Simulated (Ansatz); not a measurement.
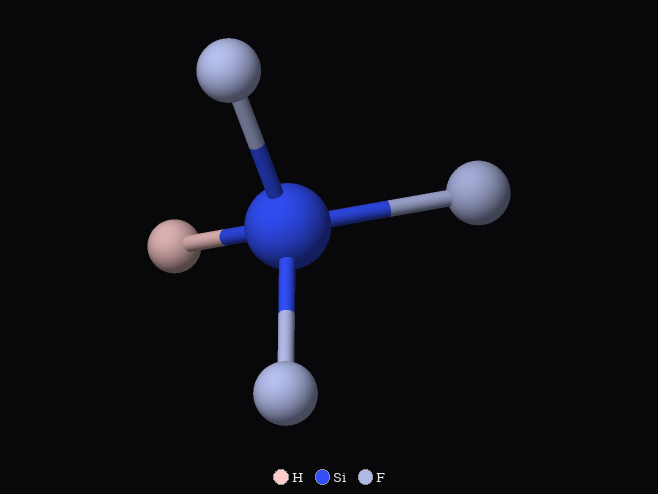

Ball-and-stick drawing of a structure. Every bond is drawn as one stick, whatever its order.

Computed geometry: PBE0-D4/def2-TZVP optimisation.

What is the molecular formula?

F₃HSi, 5 atoms: 3 fluorine, 1 hydrogen and 1 silicon.

Give the symmetry (Schoenflies symbol).

C3v.

The parts below concern this one geometry. Atoms keep their numbers from picture to picture.

## Shape

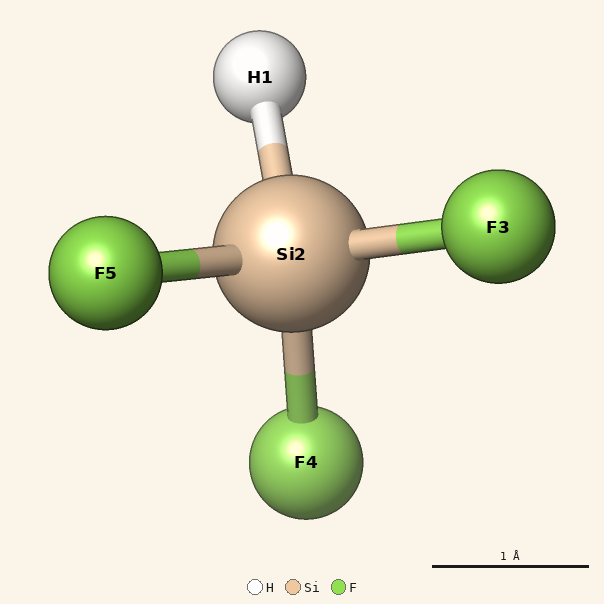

The atoms are numbered.

List the bonds and their lengths.

```json
{"bond": "H1–Si2", "length (Å)": "1.461"}
{"bond": "Si2–F3", "length (Å)": "1.573"}
{"bond": "Si2–F4", "length (Å)": "1.573"}
{"bond": "Si2–F5", "length (Å)": "1.573"}
```

## Electronic properties

Properties computed with RKS PBE0-D4/def2-TZVP (Ansatz 0.2.0).

What is the harmonic zero-point energy?

47.3 kJ/mol.

Estimate the dipole moment.

1.32 D.

## Charges

The questions are on Mulliken charges. Level of theory: RKS PBE0-D4/def2-TZVP (Ansatz 0.2.0).

List the Mulliken charges.

```json
{"atom": "H1", "value (e)": "−0.02"}
{"atom": "Si2", "value (e)": "0.86"}
{"atom": "F3", "value (e)": "−0.28"}
{"atom": "F4", "value (e)": "−0.28"}
{"atom": "F5", "value (e)": "−0.28"}
```

## Vibrations

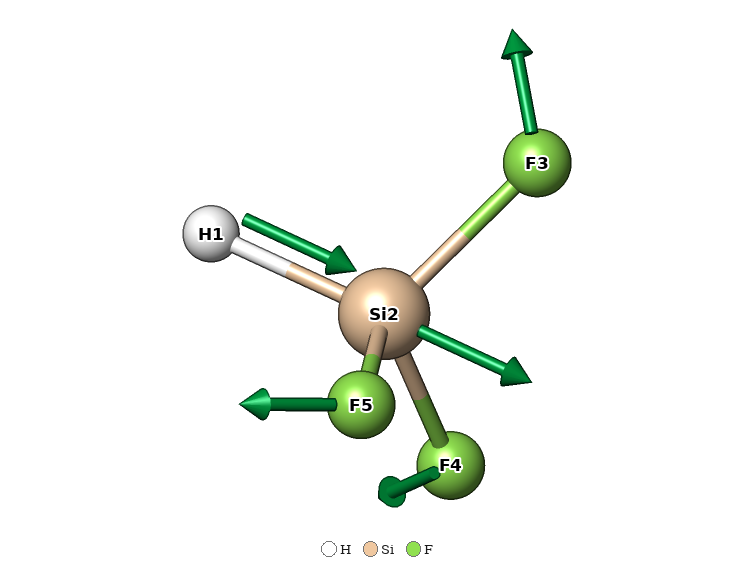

The arrows show one normal mode. Harmonic vibrations computed with RKS PBE0-D4/def2-TZVP (Ansatz 0.2.0) at a stationary point of the same level.

What kind of motion is it?

Mostly angle bending.

At what wavenumber does it lie?

416 cm⁻¹; it is mode 3 of 9 counted from the lowest.

## Thermal motion

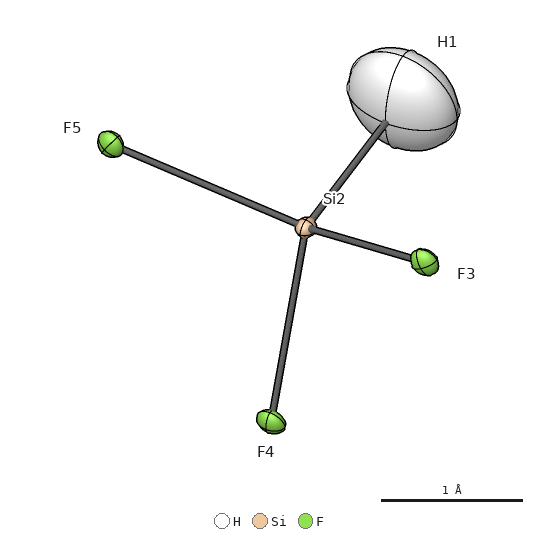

Displacement ellipsoids at the 50 % level, enlarged 2 times, from the internal vibrations of the free molecule (harmonic, no overall translation or rotation; no half-axis is drawn under 0.075 Å). Vibrations computed with RKS PBE0-D4/def2-TZVP (Ansatz 0.2.0). Temperature: 100 K.

List U_eq and the three principal root-mean-square amplitudes for each kind of atom.

```csv
atom,U_eq (Å²),rms amplitudes (Å)
H1,0.0155,"0.087, 0.140, 0.140"
Si2,0.00062,"0.023, 0.023, 0.028"
"F3, F4, F5",0.00093,"0.017, 0.034, 0.036"
```

Mulliken values depend strongly on the basis set and can even reverse the polarity of a bond.
